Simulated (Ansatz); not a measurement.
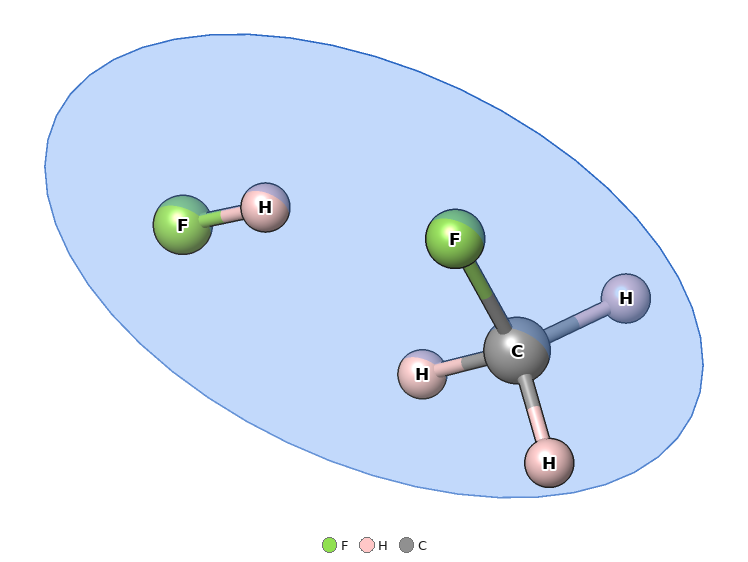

All proper rotation axes (lines) and mirror planes (discs) of the structure are drawn in. Atoms fade into the background with distance from the viewer. The geometry was computed by an optimisation with PBE-D4/def2-SVP. No frequency run is at hand to confirm it as a minimum.

Q: Name the symmetry elements and the point group.

A: It has 1 mirror plane. Point group Cs. The group has 2 operations. The geometry is achiral, and symmetry allows a dipole moment.
